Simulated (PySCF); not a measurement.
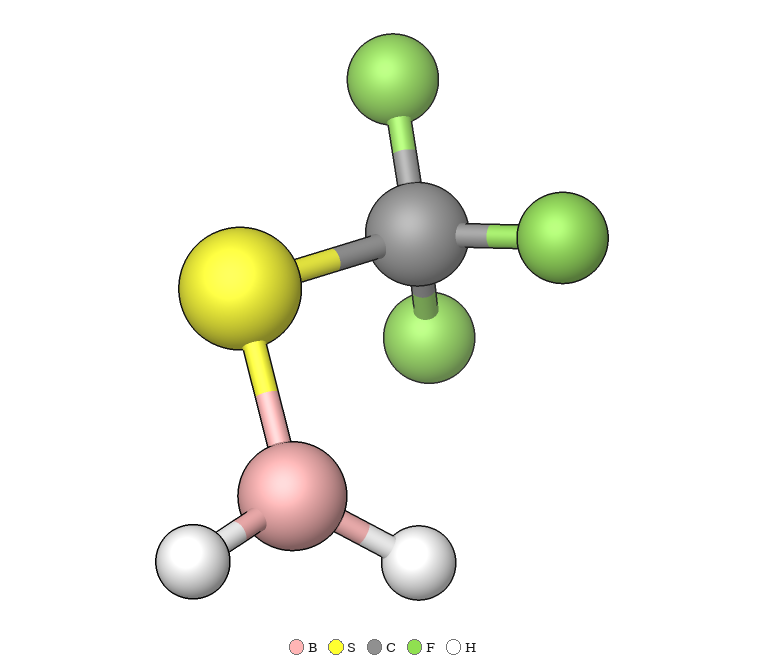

Every bond is drawn as one stick, whatever its order.

The computed structure is the end point of a PBE0-D3(BJ)/def2-SVP optimisation. No frequency run is at hand to confirm it as a minimum.

**Which formula does it have?**

CH2BF3S, 8 atoms: 1 carbon, 2 hydrogen, 1 boron, 3 fluorine and 1 sulfur.

**Write the SMILES.**

BSC(F)(F)F

**Name some functional groups or characteristic bonds that it holds.**

Among them: C–F bond, B–H bond.

**Count the bonded pairs by element.**

3 C–F, 2 B–H, 1 B–S, 1 C–S.
